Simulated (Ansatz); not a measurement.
Take Na in the bcc (W type) structure (space group Im-3m, No. 229; a = 4.170 Å) as the base.

Structures relaxed with PBEsol in Ansatz (plane waves to 420 eV, PAW, scalar-relativistic without spin-orbit coupling).

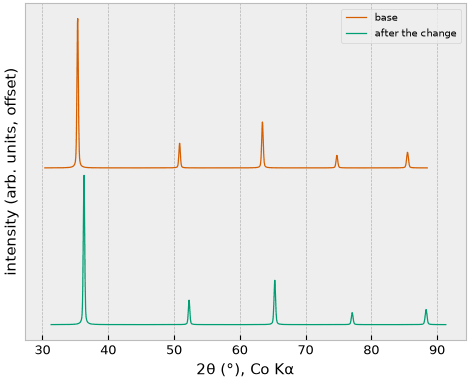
Simulated powder patterns before (top) and after one change

**Question.** Which of these changes matches the shifts?
(A) pressure 0.3 GPa
(B) pressure 3 GPa
(C) pressure 7.5 GPa
(D) pressure 0.7 GPa

**Answer.** D, pressure 0.7 GPa. Its volume per atom is 33.53 Å³ against 36.24 Å³, and its space group is Im-3m (No. 229).

Load acts through the strain it causes; cell and atoms are relaxed under it. Stability against distortions was not tested. No other phases were tried under pressure.

Ansatz is a first-principles code.
